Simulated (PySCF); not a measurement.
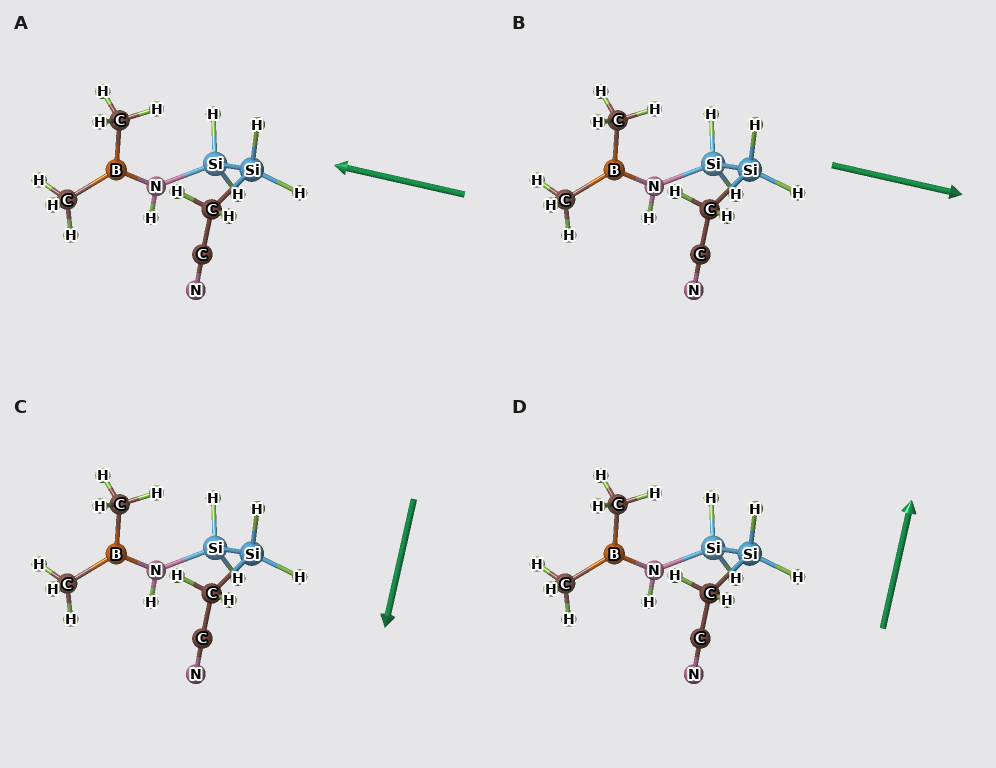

The same molecule four times, each with an arrow. Computed geometry: GFN2-xTB optimisation. No frequency run is at hand to confirm it as a minimum. Properties computed with PBE0/pcSseg-1, gas phase (PySCF 2.14.0).

Which arrow points along the dipole moment, from the negative to the positive end?

D. The dipole moment is 3.11 D.

The geometry is semi-empirical. Around B, Si such bond lengths and angles can be off by a tenth of an ångström or more and by several degrees, and values that hang on the shape move with them.
